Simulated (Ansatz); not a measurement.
# The perfect W wire along [110], 17 atoms a period, part 2 of 2

Aim: is the W wire along [110], 17 atoms a period a metal or a semiconductor?

Ansatz 0.2.0; DFT PBE, plane waves, PAW; relaxation of a wire's period; PAW set soft_1 (the session's first sound run).

So far: Set-up; The relaxed wire.

### 2. The relaxed wire (continued)

Relaxation path:

| step | energy less that of the first step (eV) | largest force component (eV/Å) | pressure (GPa) | volume (Å³) |
| --- | --- | --- | --- | --- |
| 1 | 0.0000 | 5.1650 | -7.16 | 928.73 |
| 2 | -4.6947 | 2.6580 | -3.46 | 911.05 |
| 3 | -6.1621 | 1.3040 | 0.93 | 898.53 |
| 4 | -6.5618 | 0.4911 | -0.01 | 891.48 |
| 5 | -6.8177 | 0.6798 | 0.42 | 889.02 |
| 6 | -7.0627 | 0.4812 | 0.68 | 887.00 |
| 7 | -7.1276 | 0.4867 | -0.01 | 883.13 |
| 8 | -7.1547 | 0.2987 | -0.02 | 878.21 |
| 9 | -7.1067 | 0.7291 | 0.31 | 876.14 |
| 10 | -7.1786 | 0.0396 | -0.06 | 879.75 |
| 11 | -7.1790 | 0.0107 | -0.02 | 879.59 |
| 12* | -7.1729 | 0.0110 | -0.02 | 879.59 |

Relaxation steps marked * repeat the geometry before them on a plane-wave basis chosen anew for their cell, so energy and pressure can jump there. Relaxation step 9 was tried and not accepted.

Forces are held to the 8 operations that the run works with; a distortion that breaks them can't arise in this run.

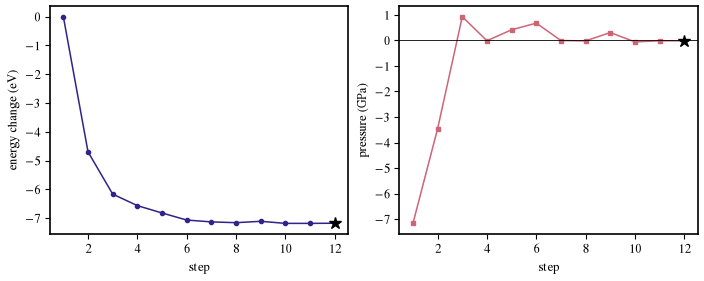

Energy and pressure along the relaxation. Stars mark steps on a basis chosen anew.

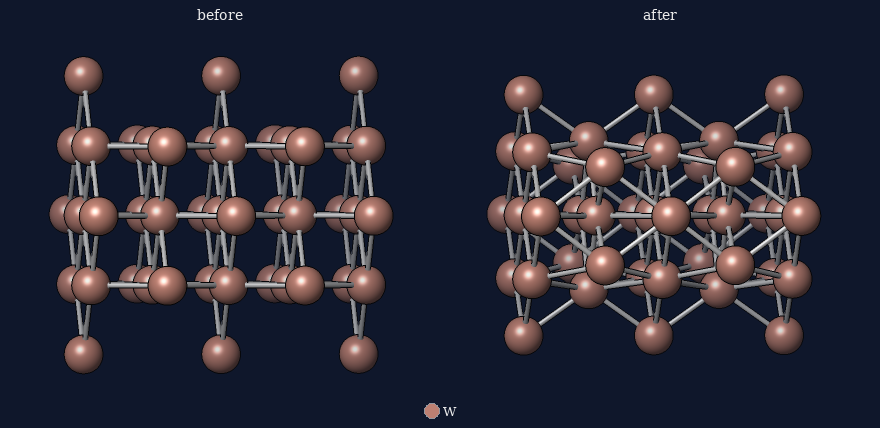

The structure before and after the relaxation, drawn at the same scale.

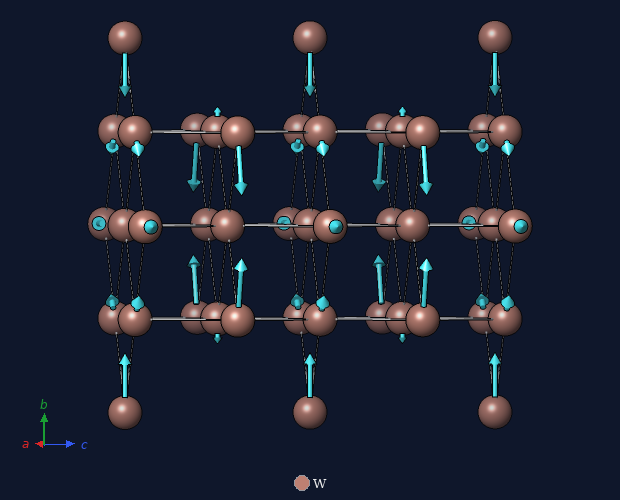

Displacements in the relaxation, exaggerated, measured against the changing cell; the longest in the cell stands for 0.71 Å. 1×1×2 cells are drawn. Some periodic images of atoms are drawn too.

| cell as run | before | after | change |
| --- | --- | --- | --- |
| c (Å) | 4.483 | 4.246 | -5.3 % |

The atoms that moved most (Å, along periodic axes as changes of fractional coordinates times the final cell, across vacuum about the mean position):

| atom | dx | dy | dz | length |
| --- | --- | --- | --- | --- |
| W14 | 0.273 | -0.656 | 0.000 | 0.711 |
| W8 | -0.273 | -0.656 | 0.000 | 0.711 |
| W13 | 0.273 | 0.656 | 0.000 | 0.711 |
| W7 | -0.273 | 0.656 | 0.000 | 0.711 |
| W16 | 0.000 | 0.602 | 0.000 | 0.602 |
| W4 | 0.000 | -0.602 | 0.000 | 0.602 |
| W6 | 0.470 | 0.000 | 0.000 | 0.470 |
| W1 | -0.470 | 0.000 | 0.000 | 0.470 |

Numbers from this step:

- energy at zero smearing: -176531.2610 eV
- cell length along the wire: 4.246 Å

The cell's length comes to 4.246 Å with spin left out. 2 contacts a cell pass between under 1.1 and over 1.27 times the sum of covalent radii, so the wire has rearranged from the shape that names it.

### 3. Bands of the perfect wire

This step: DFT PBE, plane waves, PAW; bands of a perfect wire; PAW set soft_1 (Ansatz 0.2.0).

At the relaxed period the bands are computed along the axis; those that cross an energy going forward count the channels that a perfect wire would open there.

Input file input.yaml:

```yaml
crystal:
  lattice:
    - [13.14, 0.0, 0.0]
    - [0.0, 15.766, 0.0]
    - [0.0, 0.0, 4.2458212233]
  atoms:
    - { symbol: W, position: [0.223007225, 0.500003615, 0.0] }
    - { symbol: W, position: [0.363641553, 0.629724886, 0.0] }
    - { symbol: W, position: [0.5, 0.500003615, 0.0] }
    - { symbol: W, position: [0.5, 0.746152173, 0.0] }
    - { symbol: W, position: [0.636358447, 0.629724886, 0.0] }
    - { symbol: W, position: [0.776992775, 0.500003615, 0.0] }
    - { symbol: W, position: [0.237982706, 0.399447962, 0.5] }
    - { symbol: W, position: [0.237982706, 0.600559268, 0.5] }
    - { symbol: W, position: [0.382546501, 0.500003615, 0.5] }
    - { symbol: W, position: [0.5, 0.348435896, 0.5] }
    - { symbol: W, position: [0.5, 0.651571334, 0.5] }
    - { symbol: W, position: [0.617453499, 0.500003615, 0.5] }
    - { symbol: W, position: [0.762017294, 0.399447962, 0.5] }
    - { symbol: W, position: [0.762017294, 0.600559268, 0.5] }
    - { symbol: W, position: [0.363641553, 0.370282344, 0.0] }
    - { symbol: W, position: [0.5, 0.253855057, 0.0] }
    - { symbol: W, position: [0.636358447, 0.370282344, 0.0] }
kpoints:
  mp_grid: { grid: [1, 1, 19] }
  band_path: { path: ["Γ", Z], npoints: 90 }
scf:
  occupations: { method: fermi_dirac, width: 0.05 }
hamiltonian:
  xc: pbe
  pseudopotentials: { kind: paw, azcp: { folder: soft_1 } }
output:
  dos: { e_range: [-5, 4] }
  write_potential: true
  write_density: true
  volumetric_format: npy
```

On the command line:

```console
$ ansatz run input.yaml --threads 4 --pin off --max-ram 16384MiB --backend cpu --events-out ev --progress --plain --runs-dir out
```

Numbers of over 12 decimals in the logs are rounded to 6 here.

Output:

```text
[...]
Crystal: 17 atoms, lattice volume = 879.587 Å³
Basis set: ecut = 420 eV, 17165 PW (Γ)
Bands: 143, of which v1, the nominal top of the filled ones, is band 119 counted from 1 (118 counted from 0)
Symmetry: 8 space group operations
[...]
k-points: 10 of 19
[...]
SCF iter   1: F=—  HF=-176546.926866 eV  |F-HF|=—  |Δ(HF+E_count)|=         —  Δρ=4.67e-2  dr2=1.22e2  ethr=3.10e-3  ⟨swp⟩=9.9  Hψ=6679  notcnv=0
[...]
SCF iter  12: F=-176531.327047 eV  HF=-176531.327047 eV  |F-HF|=3.01e-8  |Δ(HF+E_count)|=   4.49e-8  Δρ=1.46e-6  dr2=4.78e-8  ethr=4.20e-11  ⟨swp⟩=17.1  Hψ=5743  notcnv=0
SCF 1 converged in 12 iterations: F = -176531.327047 eV  dr2 = 4.78e-8
[...]
NSCF: frozen V_eff on 91 k-points
WARN: The output density's exchange-correlation potential varies sharply where the density is thin. Do not read a vacuum level from v_tot or v_xc, or from such a field of the output density. On a cell that repeats whose density bears no net charge and no dipole along the vacuum's axis use v_es (v_loc + v_h of the components); under efield.dipole_correction with no amplitude use v_es + v_field, which holds any externa [...]
SCF converged after 12 iterations
Free energy (F): -176531.327047 eV
[...]
Internal energy: -176531.199931 eV  (E = F + TS)
E sigma→0 (E₀):  -176531.263489 eV
Entropy (-TS):   -0.127116 eV (-7.477 meV/atom)
Fermi energy:    4.345460 eV
[...]
--- Band table (eV; the first three rows and the last of 10) ---
  k-point 0: bands = [... 115 lower, 3.5098, 3.8471, 4.0102, 4.3526, 4.4692, 4.5955, 4.8497, 4.9146, ... 20 higher]
  k-point 1: bands = [... 115 lower, 3.6302, 3.8524, 4.0210, 4.3551, 4.4825, 4.5559, 4.8204, 4.9203, ... 20 higher]
  k-point 2: bands = [... 115 lower, 3.8044, 3.8644, 4.0743, 4.3678, 4.4528, 4.4887, 4.7811, 4.9438, ... 20 higher]
  k-point 9: bands = [... 115 lower, 3.6087, 3.6142, 3.8750, 4.0179, 4.3340, 4.5624, 4.6266, 4.6862, ... 20 higher]
```

The job ended after 3.2 min (4 threads of Arm Neoverse V1, shared host; peak memory 5.9 GiB; 13 min of CPU time).

This step gave:

- energy at zero smearing: -176531.2635 eV
- band gap: 0 eV

The electronic bands at the labelled points (eV, zero at the Fermi level; # counts the bands kept):

| point | #48 | #49 | #50 | #51 | #52 | #53 | #54 | #55 |
| --- | --- | --- | --- | --- | --- | --- | --- | --- |
| Γ | -0.84 | -0.50 | -0.34 | 0.01 | 0.12 | 0.25 | 0.50 | 0.57 |
| Z | -0.76 | -0.72 | -0.52 | -0.31 | -0.04 | 0.22 | 0.27 | 0.37 |

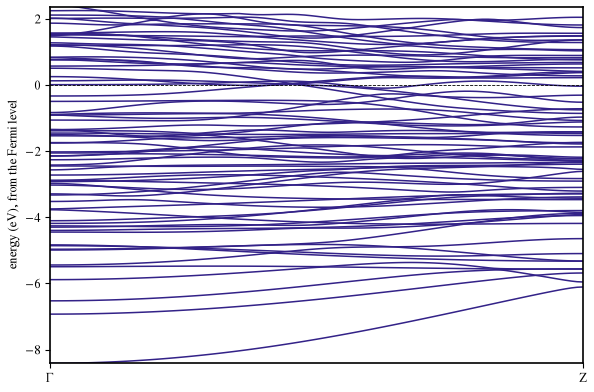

Electronic bands along the path.

Between Γ and Z the bands cross the Fermi level 8 times, so a perfect wire would conduct at least 8 G₀, with spin left out.

### 4. Outcome

* cell length, PBE: 4.246 Å
* ballistic conductance by band crossings, a lower bound, PBE: 8 G₀

In words: Under PBE the cell's length is 4.25 Å, and the bands cross the Fermi level 8 times between Γ and Z, which gives a perfect wire at least 8 G₀ (opposite crossings within one step of the path cancel in such a count). No spin was allowed, though thin wires with open d shells can turn magnetic. Spin-orbit coupling is left out, which matters for the bands of heavy atoms.

[Logs are printed without paths, hosts, clocks, repeated set-up lines and the standing remarks that a program may print on its own settings, such as how far it seeks lower states.]

[Hosts, paths, dates, database ids (printed as entryN), source tags and the programs' standing remarks are cut or masked in the printed files.]
